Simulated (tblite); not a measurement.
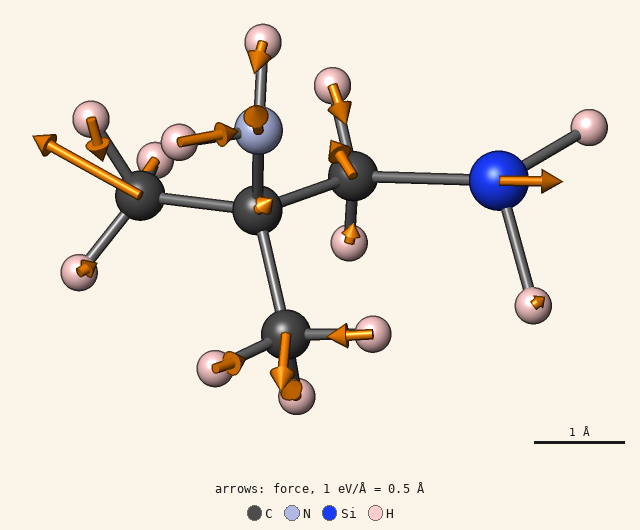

Starting geometry of C$_{4}$H$_{12}$NSi (multiplicity 2) with the computed forces as orange arrows. A ball-and-stick model, seen at a tilt.

These are results of GFN2-xTB geometry optimisation, gas phase (tblite), not measurements. 

Q: Is this structure relaxed? If not, where do the atoms go?

A: It isn't relaxed: the largest force vector, on a C atom, is 3.01 eV/Å. The final displacements have little in common with the starting forces (cosine between the two patterns 0.25). Over 128 geometry steps the energy falls by 17.7 kcal/mol. The atom that moves furthest after the best rigid fit is an H atom (1.01 Å). Largest moves by element: H 1.01 Å, C 0.24 Å, N 0.22 Å, Si 0.20 Å. Some distances before and after: C–C 1.482 → 1.537 Å, C–Si 1.846 → 1.898 Å, C–H 1.137 → 1.090 Å, H–N 1.057 → 1.015 Å. Bond angles that change, for instance: C–C–H 117.1° → 110.7°, C–C–C 115.6° → 109.4°, H–C–H 102.6° → 108.3°. Groups turn about C–C by about 55°. Cost: 0.81 s on 1 thread of Arm Neoverse V1, on a shared host.
